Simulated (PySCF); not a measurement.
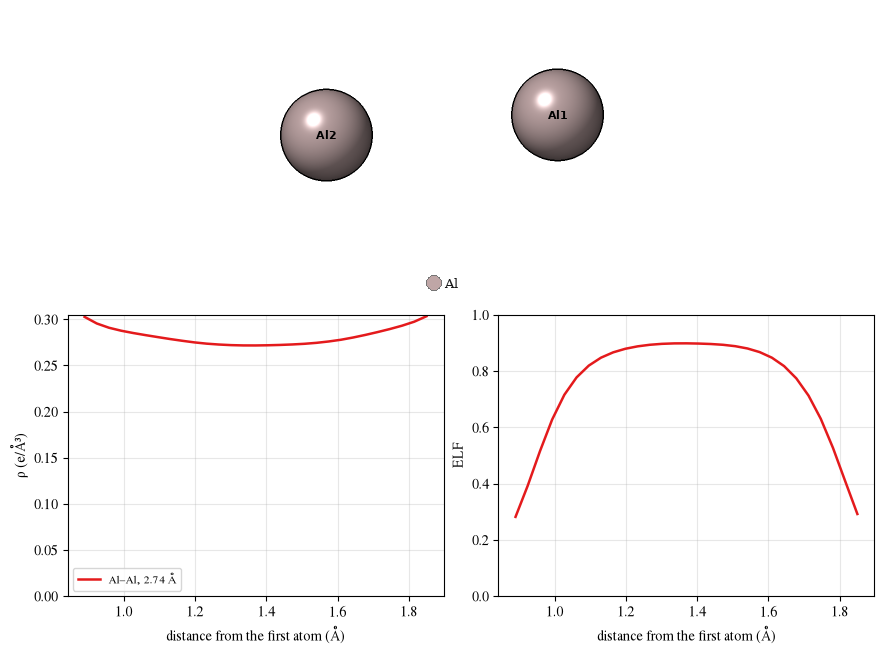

Figure. Al2 (triplet). Electron density and electron localisation function along straight lines between neighbouring atoms. The curves leave out the atomic cores. The structure is drawn too.

Computed with PySCF, PBE0/cc-pVDZ(-PP), non-relativistic Hamiltonian with scalar-relativistic core potentials where named, at a bond length of 2.740 Å.

Question: What can be read from the curves?

Answer: Al–Al (2.74 Å): ρ at the midpoint is about 0.27 e/Å³; the ELF peaks at about 0.90 between the atoms, as expected for localised, covalent bonding.
